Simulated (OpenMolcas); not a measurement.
**Single-point calculation, with input and output: N₂ (charge +1) (part 3 of 3)**

N₂, charge +1, multiplicity 2; ROMP2/def2-TZVPPD, ROHF (OpenMolcas 26.06). The geometry is that of the parent species in another charge or spin state. The geometry comes from this level: PBE0-D4/def2-TZVP.

Geometry of the input (Å):
```
N  0.4655  -0.1503  0.2398
N  -0.4655  0.1503  -0.2398
```

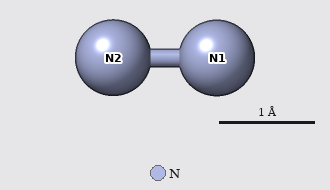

*The input geometry (ball-and-stick view, seen at a tilt; atoms are numbered from 1 in the order of the input).*

**What the program printed, continued**
```
      Cartesian coordinates in angstrom:
      -----------------------------------------------------
      No.  Label        X            Y            Z
      -----------------------------------------------------
       1   N1         0.46550000  -0.15030000   0.23980000
       2   N2        -0.46550000   0.15030000  -0.23980000
      -----------------------------------------------------
      Nuclear repulsion energy =   23.79834176

++    Wave function specifications:
      -----------------------------

      Number of closed shell electrons          12
      Number of electrons in active shells       1
      Max number of holes in RAS1 space          0
      Max nr of electrons in RAS3 space          0
      Number of inactive orbitals                6
      Number of active orbitals                  1
      Number of secondary orbitals              67
      Spin quantum number                      0.5
      State symmetry                             1
--

++    Orbital specifications:
      -----------------------

      Symmetry species                           1
                                                 a
      Frozen orbitals                            0
      Inactive orbitals                          6
      Active orbitals                            1
      RAS1 orbitals                              0
      RAS2 orbitals                              1
      RAS3 orbitals                              0
      Secondary orbitals                        67
      Deleted orbitals                           0
      Number of basis functions                 74
--

++    CI expansion specifications:
      ----------------------------

      Number of CSFs                             1
      Number of determinants                     1
      Number of root(s) required                 1
      Root chosen for geometry opt.              1
      CI root used                               1

      highest root included in the CI            1
      max. size of the explicit Hamiltonian      1
--

++    Optimization specifications:
      ----------------------------

      RASSCF algorithm: Conventional
      Maximum number of macro iterations       200
      Maximum number of SX iterations          100
      Threshold for RASSCF energy            1.000E-08
      Threshold for max MO rotation          1.000E-01
      Threshold for max BLB element          1.000E-04
      Level shift parameter                  5.000E-01
      Make Quasi-Newton update
--

      The MO-coefficients are taken from the file:
      calc.UnaOrb
      Title:UHF natural orbitals

      Total molecular charge    1.00

      ************************************************************************************************************************
      *                                            Wave function control section                                             *
      ************************************************************************************************************************

                                         RASSCF iterations: Energy and convergence statistics
                                         ----------------------------------------------------

          iter iter root      energy       change     param      element    value   shift minimum  type update hh:mm:ss
 Nr of preliminary CI iterations:   1
        1   1   12    1  -108.40354520    0.00E+00  -3.66E-03    7  13 1  8.71E-03*  0.29   0.00    SX    NO    0:00:00
        2   1   11    1  -108.40367202   -1.27E-04*  1.09E-03    6   8 1  2.10E-03*  0.29   0.00    SX    NO    0:00:00
        3   1   10    1  -108.40368078   -8.76E-06*  3.35E-04    6   8 1  6.45E-04*  0.29   0.00    SX    NO    0:00:00
        4   1    9    1  -108.40368160   -8.11E-07*  1.03E-04    6   8 1  1.97E-04*  0.29   0.00    SX    NO    0:00:00
        5   1    8    1  -108.40368168   -8.85E-08*  5.45E-05    6   8 1  6.05E-05   0.29   1.53    LS   YES    0:00:00
        6   1    7    1  -108.40368170   -1.21E-08* -1.63E-05    5   7 1  2.12E-05   0.29   1.00    QN   YES    0:00:00
        7   1    5    1  -108.40368170   -1.02E-09  -1.11E-05    5   7 1  8.82E-06   0.29   1.62    QN   YES    0:00:00
      Convergence after  7 iterations
        8   1    5    1  -108.40368170   -1.84E-10  -1.11E-05    1   7 1  8.89E-07   0.29   1.62    QN   YES    0:00:00

      ************************************************************************************************************************
                                                      Wave function printout:
                       occupation of active orbitals, and spin coupling of open shells (u,d: Spin up or down)
      ************************************************************************************************************************

      Note: transformation to natural orbitals
      has been made, which may change the order of the CSFs.

      printout of CI-coefficients larger than  0.05 for root  1
      energy=    -108.403682
      conf/sym  1     Coeff  Weight
             1  u   1.00000 1.00000

      Natural orbitals and occupation numbers for root  1
      sym 1:   1.000000

      ************************************************************************************************************************
      *                                                    Final results                                                     *
      ************************************************************************************************************************

++    Final optimization conditions:
      ------------------------------

      Average CI energy                            -108.40368170
      RASSCF energy for state  1                   -108.40368170
      Super-CI energy                                -0.00000000
      RASSCF energy change                           -0.00000000
      Max change in MO coefficients              -2.565E-05
      Max non-diagonal density matrix element    -1.113E-05
      Maximum BLB matrix element                  8.891E-07
      (orbital pair   1,   7 in symmetry   1)
      Norm of electronic gradient            2.050E-06
--

      Final state energy(ies):
      ------------------------

::    RASSCF root number  1 Total energy:   -108.40368170
      Von Neumann Entropy (Root   1) =  0.50000

      Mulliken population analysis for root number:  1
      -----------------------------------------------

++    Molecular charges:
      ------------------

      Mulliken charges per centre
      ---------------------------

                N1      N2
      Total    6.5000  6.5000

      N-E      0.5000  0.5000

      Total electronic charge=   13.000000

      Total            charge=    1.000000
--

      Expectation values of various properties for root number:  1
      -----------------------------------------------------------

++    Molecular properties:
      ---------------------

      Charge (e):
                      =    1.0000
      Dipole Moment (debye):
      Origin of the operator (angstrom)=   -0.0000    0.0000    0.0000
                   X=  5.8090E-08               Y= -2.2951E-08               Z=  4.1710E-08           Total=  7.5106E-08
      Center of Charge (angstrom)
                     X=    0.00000001               Y=   -0.00000000               Z=    0.00000001
      Quadrupole Moment (debye*angstrom):
      Origin of the operator (angstrom)=   -0.0000    0.0000    0.0000
                  XX= -6.5004E+00              XY= -6.1029E-01              XZ=  9.7371E-01              YY= -8.1935E+00
                  YZ= -3.1439E-01              ZZ= -7.8890E+00
      In traceless form (debye*angstrom)
                  XX=  1.5408E+00              XY= -9.1544E-01              XZ=  1.4606E+00              YY= -9.9883E-01
                  YZ= -4.7158E-01              ZZ= -5.4201E-01
--

      Mulliken spin population analysis for root number:  1
      ---------------------------------------------------

++    Molecular charges:
      ------------------

      Mulliken spin population per centre
      ---------------------------

                N1      N2
      Total    0.5000  0.5000

      Total electronic spin=    1.000000
--

      Canonical orbitals are written to the RASORB file
      Natural orbitals for root   1 are written to the RASORB.1 file
      Spin density orbitals for root   1 are written to the SPDORB.1 file

--- Stop Module: rasscf /rc=_RC_ALL_IS_WELL_ ---
--- Module rasscf spent 1 second ---

--- Start Module: caspt2 ---

                                              &CASPT2

                       available to each process: 1.9 GB of memory, 1 thread

 ###############################################################################
 ###    WARNING: User changed nr of frozen orbitals.                         ###
 ###############################################################################

++    Wave function specifications:
      -----------------------------

      Number of closed shell electrons           8
      Number of electrons in active shells       1
      Max number of holes in RAS1 space          0
      Max number of electrons in RAS3 space      0
      Number of inactive orbitals                4
      Number of active orbitals                  1
      Number of secondary orbitals              67
      Spin quantum number                      0.5
      State symmetry                             1
      Number of CSFs                             1
      Number of CASSCF root(s) available         1
      CASPT2 state passed to geometry opt.       1
      A file JOBMIX will be created
      This is a high spin open shell RHF reference function
--

++    Orbital specifications:
      -----------------------

      Symmetry species                           1
                                                 a
      Frozen orbitals                            2
      Inactive orbitals                          4
      Active orbitals                            1
      Secondary orbitals                        67
      Deleted orbitals                           0
      Number of basis functions                 74
--

++    CASPT2 specifications:
      ----------------------

      Type of calculation                        SS-CASPT2
      Fock operator                              state-specific
      IPEA shift                                 0.00
      Real shift                                 0.00
      Imaginary shift                            0.00
      The input orbitals will be transformed to quasi-canonical
--

--------------------------------------------------------------------------------
 Estimated memory requirements:
  POLY3 :                   250022
  RHS:                      283148
  SIGMA :                   295560
  PRPCTL:                        0
 Available workspace:    232486875

++ CASPT2 computation for group   1

********************************************************************************
 Multi-State initialization phase begins for group   1
--------------------------------------------------------------------------------
********************************************************************************
 Compute H0 matrices for state    1
--------------------------------------------------------------------------------
--------------------------------------------------------------------------------
 H0 matrices have been computed.

********************************************************************************
  CASPT2 EQUATION SOLUTION
--------------------------------------------------------------------------------

  Total nr of CASPT2 parameters:
   Before reduction:       57969
   After  reduction:       55681

 Variance of |WF0>:       1.5757184197

 The contributions to the second order correlation energy in atomic units.
-----------------------------------------------------------------------------------------------------------------------------
  IT.      VJTU        VJTI        ATVX        AIVX        VJAI        BVAT        BJAT        BJAI        TOTAL       RNORM
-----------------------------------------------------------------------------------------------------------------------------
   1     0.000000    0.000000    0.000000   -0.019618   -0.078837    0.000000   -0.058464   -0.262858   -0.419777    0.000220
   2     0.000000    0.000000    0.000000   -0.019630   -0.078870    0.000000   -0.058465   -0.262856   -0.419820    0.000004
-----------------------------------------------------------------------------------------------------------------------------

  FINAL CASPT2 RESULT:

      Reference energy:        -108.4036816971
      E2 (Non-variational):      -0.4198200173
      E2 (Variational):          -0.4198200082
      Total energy:            -108.8235017052
      Residual norm:              0.0000001429
      Reference weight:           0.85126

      Contributions to the CASPT2 correlation energy
      Active & Virtual Only:          0.0000000001
      One Inactive Excited:          -0.0780945897
      Two Inactive Excited:          -0.3417254277

++ Denominators, etc.
--------------------------------------------------------------------------------------------------------------
 Report on small energy denominators, large coefficients, and large energy contributions.
CASE  SYMM ACTIVE-MIX  NON-ACTIVE INDICES          DENOMINATOR     RHS VALUE       COEFFICIENT     CONTRIBUTION
VJTU     1  Mu1.0001  In1.005                       0.21108388     -0.00000000     -0.00000000      0.00000000
VJTU     1  Mu1.0001  In1.006                       0.21108388      0.00000000     -0.00000000     -0.00000000
AIVX     1  Mu1.0001  In1.004 Se1.019               1.34362265     -0.03521990      0.02601406     -0.00091621
AIVX     1  Mu1.0001  In1.004 Se1.027               1.73546430      0.11993029     -0.06839780     -0.00820297
AIVX     1  Mu1.0002  In1.004 Se1.027               1.73546430     -0.06924209      0.03983258     -0.00275809
AIVX     1  Mu1.0001  In1.004 Se1.030               2.06257545     -0.05931291      0.02849248     -0.00168997
VJAIP    1  Mu1.0001  Se1.010 In1.004 In1.004       1.37719762     -0.03667070      0.02637107     -0.00096705
VJAIP    1  Mu1.0001  Se1.025 In1.004 In1.004       1.82889214      0.05062716     -0.02736989     -0.00138566
VJAIP    1  Mu1.0001  Se1.008 In1.005 In1.004       1.13086923     -0.10885790      0.09563365     -0.01041048
VJAIP    1  Mu1.0001  Se1.009 In1.005 In1.004       1.13086923     -0.04997365      0.04390276     -0.00219398
VJAIP    1  Mu1.0001  Se1.017 In1.005 In1.004       1.51120381     -0.03833733      0.02512409     -0.00096319
VJAIP    1  Mu1.0001  Se1.008 In1.006 In1.004       1.13086923     -0.04997365      0.04390276     -0.00219398
VJAIP    1  Mu1.0001  Se1.009 In1.006 In1.004       1.13086923      0.10885790     -0.09563365     -0.01041048
VJAIP    1  Mu1.0001  Se1.018 In1.006 In1.004       1.51120381      0.03833733     -0.02512409     -0.00096319
VJAIM    1  Mu1.0001  Se1.008 In1.005 In1.004       1.13086923     -0.11834145      0.10393119     -0.01229937
VJAIM    1  Mu1.0001  Se1.009 In1.005 In1.004       1.13086923     -0.05432728      0.04771193     -0.00259206
VJAIM    1  Mu1.0001  Se1.017 In1.005 In1.004       1.51120381     -0.04613809      0.03030008     -0.00139799
VJAIM    1  Mu1.0001  Se1.008 In1.006 In1.004       1.13086923     -0.05432728      0.04771193     -0.00259206
VJAIM    1  Mu1.0001  Se1.009 In1.006 In1.004       1.13086923      0.11834145     -0.10393119     -0.01229937
VJAIM    1  Mu1.0001  Se1.018 In1.006 In1.004       1.51120381      0.04613809     -0.03030008     -0.00139799
BJATM    1  Mu1.0001  In1.005 Se1.027 Se1.008       2.22509396      0.08227181     -0.03690113     -0.00303592
BJATM    1  Mu1.0001  In1.006 Se1.027 Se1.009       2.22509396     -0.08227181      0.03690113     -0.00303592
BJAIP    1  Se1.008 In1.004 Se1.008 In1.004         1.83957071      0.07445527     -0.04047427     -0.00301352
BJAIP    1  Se1.009 In1.004 Se1.009 In1.004         1.83957071      0.07445527     -0.04047427     -0.00301352
BJAIP    1  Se1.008 In1.005 Se1.008 In1.005         1.62049889      0.12360923     -0.07627850     -0.00942873
BJAIP    1  Se1.008 In1.005 Se1.009 In1.005         1.62049889      0.07098781     -0.04380615     -0.00310970
BJAIP    1  Se1.008 In1.005 Se1.017 In1.005         2.00083347      0.06900891     -0.03449008     -0.00238012
BJAIP    1  Se1.008 In1.005 Se1.008 In1.006         1.62049889      0.07098781     -0.04380615     -0.00310970
BJAIP    1  Se1.008 In1.005 Se1.009 In1.006         1.62049889     -0.08629859      0.05325434     -0.00459577
BJAIP    1  Se1.009 In1.005 Se1.009 In1.006         1.62049889     -0.07098781      0.04380615     -0.00310970
BJAIP    1  Se1.008 In1.006 Se1.009 In1.006         1.62049889     -0.07098781      0.04380615     -0.00310970
BJAIP    1  Se1.009 In1.006 Se1.009 In1.006         1.62049889      0.12360923     -0.07627850     -0.00942873
BJAIP    1  Se1.009 In1.006 Se1.018 In1.006         2.00083347      0.06900891     -0.03449008     -0.00238012
BJAIM    1  Se1.008 In1.005 Se1.008 In1.006         1.62049889     -0.17987629      0.11100057     -0.01996637
BJAIM    1  Se1.009 In1.005 Se1.016 In1.006         2.00083347      0.05773176     -0.02885385     -0.00166578
BJAIM    1  Se1.008 In1.005 Se1.017 In1.006         2.00083347     -0.05773176      0.02885385     -0.00166578
--

   (Skipping property calculation,
    use PROP keyword to activate)
--

  Total CASPT2 energies:
::    CASPT2 Root  1     Total energy:   -108.82350171

  A NEW JOBIPH FILE NAMED 'JOBMIX' IS PREPARED.
********************************************************************************
--- Stop Module: caspt2 /rc=_RC_ALL_IS_WELL_ ---

.##################.
.# Happy landing! #.
.##################.

    Timing: Wall=6.08 User=4.84 System=1.23
```
